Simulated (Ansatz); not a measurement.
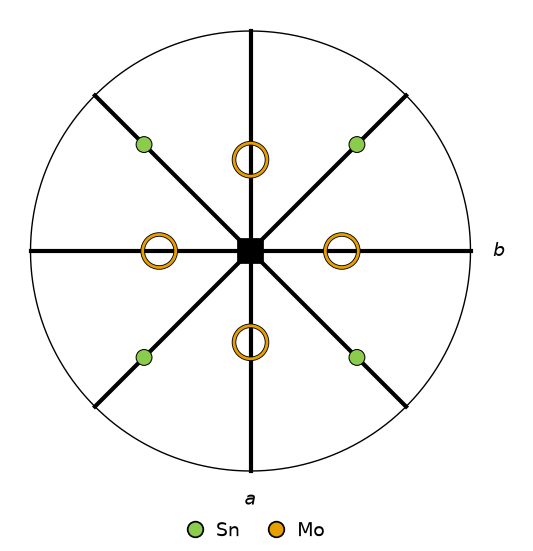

Crystal: SnMo, the end point of a relaxation (final pressure about -6.8 GPa) with DFT, PAW plane waves, r2scan in Ansatz 0.2.0; the starting structure was generated, so it need not be a known form of this composition. Directions from one tin atom at (0, 1/2, 0.392) to its bonded neighbours, in stereographic projection down c (filled: above the plane of the page or in it, open: below). Symmetry computed with spglib at a tolerance of 0.002 Å; standard conventional cell.

Neighbours are counted up to 3.29 Å for Sn, 3.22 Å for Mo. The symmetry elements of the site are drawn in: heavy lines are mirror planes (a heavy rim: a mirror in the plane of the page); lens, triangle, square and hexagon are 2-, 3-, 4- and 6-fold axes, a lens in an open square is −4, a triangle in an open hexagon −6; thin dashed diameters join the ends of axes that lie in the page; a small open circle marks inversion.

```
CELL_PARAMETERS angstrom
4.06737 0.00000 0.00000
0.00000 4.06737 0.00000
0.00000 0.00000 5.17354
ATOMIC_POSITIONS crystal
Sn 0.00000 0.50000 0.39199
Sn 0.50000 0.00000 0.60801
Mo 0.00000 0.00000 0.00000
Mo 0.50000 0.50000 0.00000
```

> How many neighbours are there, and at what angles?

8: 4 Mo at 2.87 Å, 4 Sn at 3.09 Å. Angles between bonds: 60° (4×), 78° (8×), 82° (4×), 90° (2×), 136° (8×), 138° (2×).

> What is the site's symmetry in the crystal?

Point group 4mm (C4v), order 8: one fourfold axis, four mirror planes. In P4/nmm, No. 129, origin choice 1 this is Wyckoff position 2c.
